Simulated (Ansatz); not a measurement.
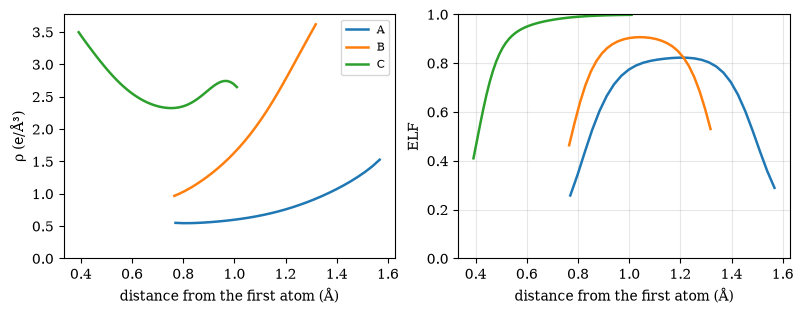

The picture shows: BrH2NSi (SMILES N[Si]Br). Electron density and ELF along straight lines between neighbouring atoms. The curves leave out the atomic cores.

Geometry: PBE0-D4/def2-TZVP.

The calculation used RKS PBE0-D4/def2-TZVPP (Ansatz 0.2.0).

The calculation's input:

```
crystal:
  periodic: [false, false, false]
  atoms:
    - {symbol: N, position_ang: [-0.473475, 0.240735, -0.418136]}
    - {symbol: Si, position_ang: [-0.221807, -1.071876, 0.632688]}
    - {symbol: Br, position_ang: [1.905488, -0.565898, 1.279005]}
    - {symbol: H, position_ang: [0.188317, 0.974134, -0.625704]}
    - {symbol: H, position_ang: [-1.348623, 0.349305, -0.909253]}
basis:
  gaussian: {orbitals: def2-TZVPP}
hamiltonian: {xc: pbe0, dispersion: d4}
output: {orbitals: {seedname: orbitals}}
```

Launched as:

```sh
ansatz run in.yaml --threads 4 --pin off --events-out ev --progress --plain --max-ram 10444MiB
```

Which curve belongs to which contact (N–H, Si–Br and Si–N)? The first atom named is at distance zero.

Curve A: Si–Br (2.28 Å): ρ is about 0.7 e/Å³ halfway, with its minimum of 0.55 e/Å³ about 0.8 Å from Si; the ELF peaks at about 0.80 between the atoms, as expected for a shared but strongly polarised pair. Curve B: Si–N (1.70 Å): ρ at the midpoint is about 1.1 e/Å³; the ELF peaks at about 0.90 between the atoms: a polar covalent bond. Curve C: N–H (1.01 Å): ρ at the midpoint is about 2.9 e/Å³; the ELF climbs to about 1 towards the hydrogen, as it does in any bond to H; an ordinary covalent bond to hydrogen.
